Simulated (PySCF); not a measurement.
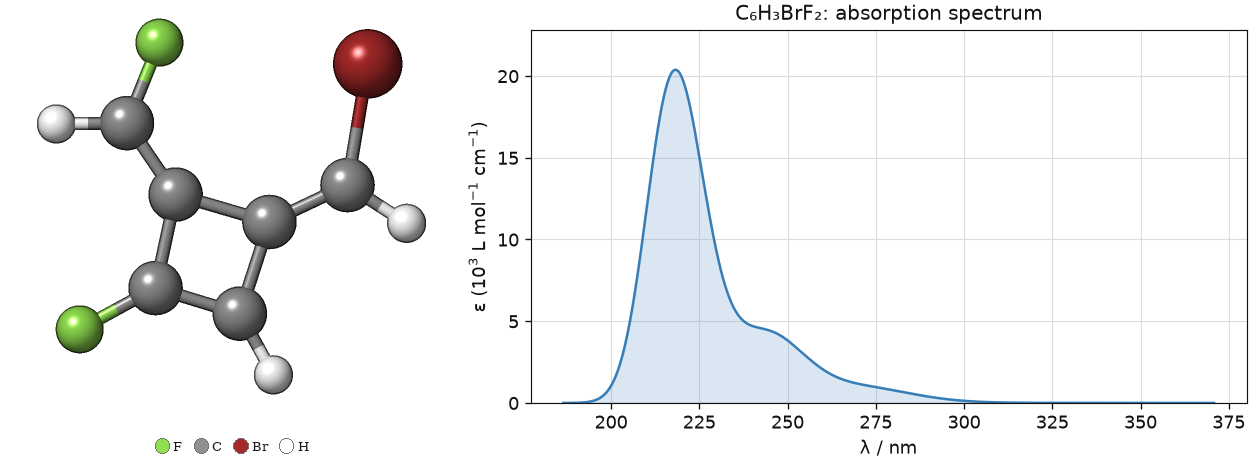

Computed absorption of C₆H₃BrF₂, SMILES F/C=C1C(F)=CC/1=C/Br. Vertical TDDFT excitations, PBE0/def2-SVPD, PySCF 2.14.0, at a GFN2-xTB geometry (no frequency check), gas phase. Only the first 6 singlet excitations are included; each is broadened by a Gaussian of 1/e half-width 0.30 eV.

### Does any vertical transition fall in the visible?

No singlet lies below 3.1 eV (beyond 400 nm), so at this level no vertical transition falls in the visible.

### Where is the lowest singlet, and is it bright?

S1 lies at 4.54 eV (273 nm) with f = 0.016, mainly HOMO → LUMO (83 %); it is weak.

### List the transitions behind the spectrum.

```
state  E (eV)  λ (nm)      f          main character
   S1    4.54     273  0.016      HOMO → LUMO (83 %)
   S2    5.06     245  0.076    HOMO → LUMO+1 (34 %)
   S3    5.38     231  0.000    HOMO → LUMO+2 (93 %)
   S4    5.68     218  0.376  HOMO−1 → LUMO+1 (44 %)
   S5    5.99     207  0.000    HOMO−2 → LUMO (60 %)
   S6    6.15     202  0.000  HOMO−2 → LUMO+1 (60 %)
```

Note: the tight-binding geometry is rougher than a DFT one and adds to the error; spin-orbit coupling is left out, and with Br it can shift these levels and split any degenerate set; core orbitals are frozen in the response.
